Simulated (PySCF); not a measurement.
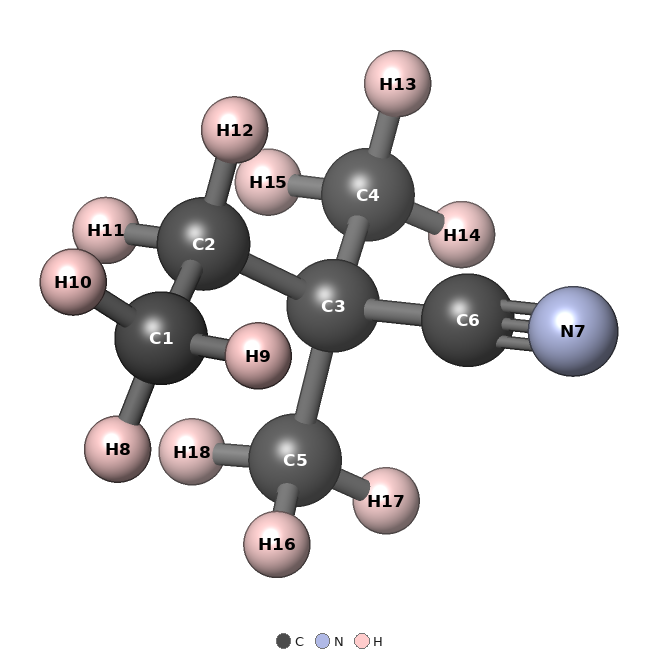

The computed structure is the end point of a PBE0-D3(BJ)/def2-SVP optimisation. No frequency run is at hand to confirm it as a minimum. Level of theory: delta-SCF UKS SCAN, pcX-2 on the ionised atom, pcseg-1 elsewhere, spin-free X2C (PySCF 2.14.0).

Give the core-electron binding energies (to vacuum) of C1 1s, C2 1s, C3 1s, C4 1s, C6 1s, N7 1s.

| atom | level | binding energy (eV) |
| --- | --- | --- |
| C1 | 1s | 290.8 |
| C2 | 1s | 291.0 |
| C3 | 1s | 292.0 |
| C4 | 1s | 291.0 |
| C6 | 1s | 291.9 |
| N7 | 1s | 404.7 |
